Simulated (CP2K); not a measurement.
# C2H3Cl2F (SMILES CC(F)(Cl)Cl): GFN1-xTB

What is the energy change on altering one bond length of C2H3Cl2F at GFN1-xTB? 

The calculation is run with CP2K 2026.2.

9 further runs of the same task are left out: 7 that didn't finish, 2 set aside as unsound or not needed.

## Step 1: The system as given

C2H3Cl2F: 8 atoms, total charge 0, spin state singlet. As SMILES, `CC(F)(Cl)Cl`. The shape is that of a PBE0-D4/def2-TZVP optimisation.

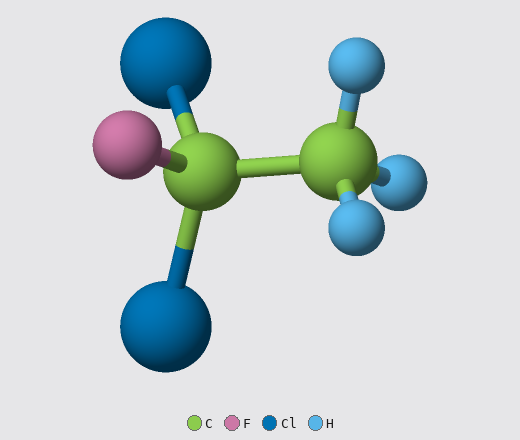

The structure, seen from a chosen angle (carbon green, fluorine pink, chlorine blue, hydrogen blue).

## Step 2: The energy at GFN1-xTB

Input file molecule.xyz:

```xyz
8

C     -0.133500    -0.505900     0.646300
C      0.199400     0.391300    -0.511300
F      1.523600     0.643200    -0.537400
Cl    -0.232400    -0.372700    -2.055900
Cl    -0.641100     1.950200    -0.373000
H      0.163400    -0.011800     1.572000
H      0.414900    -1.442000     0.535900
H     -1.202100    -0.709300     0.667600
```

Input file mol.inp:

```
&global
  project_name mol
  run_type ENERGY
  print_level MEDIUM
&end global
&force_eval
  method Quickstep
  &dft
    charge 0
    multiplicity 1
    &qs
      method XTB
      eps_default 1.0E-10
      &xtb
        gfn_type 1
        check_atomic_charges F
      &end xtb
    &end qs
    # cluster boundary conditions
    &poisson
      periodic NONE
      poisson_solver ANALYTIC
    &end poisson
    &scf
      scf_guess ATOMIC
      eps_scf 1.0E-06
      max_scf 100
      added_mos 4
      &diagonalization
        algorithm STANDARD
      &end diagonalization
      &mixing
        method BROYDEN_MIXING
        alpha 0.2
        nbuffer 8
      &end mixing
      &smear ON
        method FERMI_DIRAC
        electronic_temperature [K] 300
      &end smear
    &end scf
    &print
      &moments
        periodic F
        reference COM
        max_moment 1
      &end moments
      &mo ON
        energies T
        occupation_numbers T
        ndigits 6
        &each
          qs_scf 0
        &end each
        add_last NUMERIC
      &end mo
      &hirshfeld OFF
      &end hirshfeld
    &end print
  &end dft
  &subsys
    &cell
      abc [angstrom] 14.7 15.4 15.6
      periodic NONE
    &end cell
    &topology
      coord_file_name molecule.xyz
      coord_file_format XYZ
      &center_coordinates
      &end center_coordinates
    &end topology
  &end subsys
&end force_eval
```

Run with:

```
OMP_NUM_THREADS=1 cp2k.psmp -i mol.inp > mol.out 2>&1
```

Standard output:

```text
CP2K| version string:                                       CP2K version 2026.2
[...]
 GLOBAL| Method name                                                        CP2K
[...]
 GLOBAL| Run type                                                         ENERGY
[...]
                             - Atoms:                                          8
[...]
                             - Spherical basis functions:                     36
[...]
 Number of electrons:                                                         32
[...]
     1 NoMix/Diag. 0.20E+00    0.0     0.92070359       -19.3609542975 -1.94E+01
[...]
    37 Broy./Diag. 0.20E+00    0.0     0.00000043       -19.4986374828  1.19E-07
  *** SCF run converged in    37 steps ***
[...]
  Fermi energy:                                                -0.26905663227211
[...]
 TB_DIPOLE| Moment [Debye]         -1.04983599      -1.22698094       1.43897343
 TB_DIPOLE| Derivative [a.u.]       0.00000000       0.00000000       0.00000000
[...]
 ENERGY| Total FORCE_EVAL ( QS ) energy [hartree]            -19.498637482849400
[...]
```

Wall time 0.3 s (1 thread of Arm Neoverse V2, shared host).

## Step 3: The distorted shape at the same level

Input file molecule.xyz:

```xyz
8

C      0.875116    -2.376610     0.480337
C      1.208016    -1.479410    -0.677263
F      2.532216    -1.227510    -0.703363
Cl     0.776216    -2.243410    -2.221863
Cl    -0.641100     1.950200    -0.373000
H      1.172016    -1.882510     1.406037
H      1.423516    -3.312710     0.369937
H     -0.193484    -2.580010     0.501637
```

Input file molecule.inp:

```
&GLOBAL
    PROJECT molecule
    RUN_TYPE ENERGY
    PRINT_LEVEL MEDIUM
&END GLOBAL

&FORCE_EVAL
    METHOD QS
    &DFT
        CHARGE 0
        MULTIPLICITY 1
        &QS
            METHOD XTB
            EPS_DEFAULT 1.0E-10
            &XTB
                GFN_TYPE 1
                CHECK_ATOMIC_CHARGES F
            &END XTB
        &END QS
        &POISSON
            PERIODIC NONE
            POISSON_SOLVER ANALYTIC
        &END POISSON
        &SCF
            SCF_GUESS ATOMIC
            EPS_SCF 1.0E-06
            MAX_SCF 40
            &OT ON
                MINIMIZER CG
                PRECONDITIONER FULL_SINGLE_INVERSE
            &END OT
            &OUTER_SCF
                EPS_SCF 1.0E-06
                MAX_SCF 10
            &END OUTER_SCF
        &END SCF
        # extra output
        &PRINT
            &MOMENTS
                PERIODIC F
                REFERENCE COM
                MAX_MOMENT 1
            &END MOMENTS
            &MO_CUBES
                NLUMO 3
                NHOMO -1
                WRITE_CUBE F
            &END MO_CUBES
            &HIRSHFELD OFF
            &END HIRSHFELD
        &END PRINT
    &END DFT
    &SUBSYS
        &CELL
            ABC [angstrom] 15.2 17.3 15.6
            PERIODIC NONE
        &END CELL
        &TOPOLOGY
            COORD_FILE_NAME molecule.xyz
            COORD_FILE_FORMAT XYZ
            &CENTER_COORDINATES
            &END CENTER_COORDINATES
        &END TOPOLOGY
    &END SUBSYS
&END FORCE_EVAL
```

Run with:

```
OMP_NUM_THREADS=1 cp2k.psmp -i molecule.inp > molecule.out 2>&1
```

Standard output:

```text
CP2K| version string:                                       CP2K version 2026.2
[...]
 GLOBAL| Method name                                                        CP2K
[...]
 GLOBAL| Run type                                                         ENERGY
[...]
                             - Atoms:                                          8
[...]
                             - Spherical basis functions:                     36
[...]
 Number of electrons:                                                         32
[...]
     1 OT CG       0.80E-01    0.0     0.15394038       -19.0478107766 -1.90E+01
[...]
    39 OT CG       0.90E-01    0.0     0.00000068       -19.3493637352 -5.03E-11
  *** SCF run converged in    39 steps ***
[...]
 TB_DIPOLE| Moment [Debye]          1.20901771      -6.34093699       0.30829128
 TB_DIPOLE| Derivative [a.u.]       0.00000000       0.00000000       0.00000000
[...]
 ENERGY| Total FORCE_EVAL ( QS ) energy [hartree]            -19.349363735202786
[...]
```

Wall time 0.59 s (1 thread of Arm Neoverse V2, shared host).

## Step 4: Summary of results

At GFN1-xTB:

```
                                                          quantity         value
                                         first shape: total energy  -19.49864 Eh
            first shape: dipole moment (from atomic charges alone)        2.16 D
                                          first shape: HOMO energy     -12.74 eV
                                          first shape: LUMO energy      -6.44 eV
                                        first shape: HOMO–LUMO gap       6.29 eV
                                    first shape: dispersion energy  -7.50 kJ/mol
                                     distorted shape: total energy  -19.34936 Eh
        distorted shape: dipole moment (from atomic charges alone)        6.46 D
                                      distorted shape: HOMO energy     -11.75 eV
                                distorted shape: dispersion energy  -6.29 kJ/mol
energy change with the C2–Cl5 bond stretched from 1.776 to 3.908 Å      4.062 eV
```

One bond (distorted shape) is far stretched, which a spin-restricted single reference describes badly. With the C2–Cl5 bond stretched from 1.776 to 3.908 Å the energy rises by 4.06 eV (392 kJ/mol). The first shape isn't relaxed at this level, so the change isn't measured from a minimum. A restricted reference can't describe the breaking bond well at this length. The dipole (first shape) comes from point charges on the atoms alone, without atomic dipoles, so it is partial. The dipole (distorted shape) comes from point charges on the atoms alone, without atomic dipoles, so it is partial.
